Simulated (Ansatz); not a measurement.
We consider MgZn₂ (P6₃/mmc, No. 194), described by LDA (plane waves, PAW; Ansatz, a quantum-chemistry and plane-wave program).

Run with plane-wave cutoff 520 eV, 12×12×8 k mesh (along the axes of the cell as run), Fermi–Dirac smearing 0.05 eV, scalar-relativistic PAW data made under PBE.

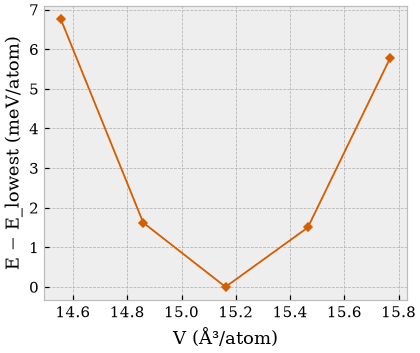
*Total energy against volume*

Q: From the curve, estimate the equilibrium volume and the bulk modulus.

A: V0 ≈ 15.2 Å³/atom and B0 ≈ 82 GPa; the fit gives V0 = 15.162 Å³/atom, B0 = 82.3 GPa, B′ = 4.9.

Shape and atoms are relaxed at each volume.

Note: the volume lies 10 % below that of the published cell; the bulk modulus comes from volumes at which shape and atoms were relaxed.

Static lattice: no zero-point or thermal effects.

Cost on a shared machine: about 30 core-minutes (a rough figure).
